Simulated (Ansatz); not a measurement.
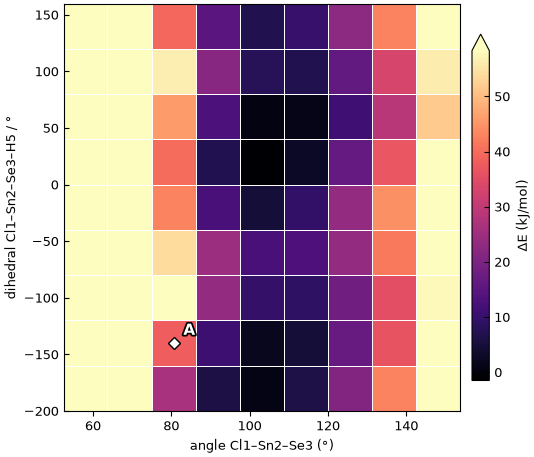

ClH₂SeSn, SMILES [Cl][SnH][SeH], spin multiplicity 2. 
- Coordinates scanned: (1) angle Cl1–Sn2–Se3; (2) dihedral Cl1–Sn2–Se3–H5.
- Nothing is relaxed (all other coordinates rigid).
- The grid has 9 × 9 points.
- Points are written as (first, second).
- All energies are given in kJ/mol relative to the relaxed molecule at the same level.
- Energies and slopes of some neighbouring points disagree (a jump in structure or state, or too coarse a mesh).
- Computed with UKS B3LYP-D4/def2-SVP in Ansatz 0.2.0.

In the figure: one coloured cell a grid point, one colour for all values above the top of the scale, the point A.

> Which way does the force act at A, and how strong is it?

A, at (80.6°, −140°), is not a stationary point. The computed force is 3.7 kJ/mol for each degree towards larger values of angle Cl1–Sn2–Se3 and 0.52 kJ/mol for each degree towards smaller values of dihedral Cl1–Sn2–Se3–H5.
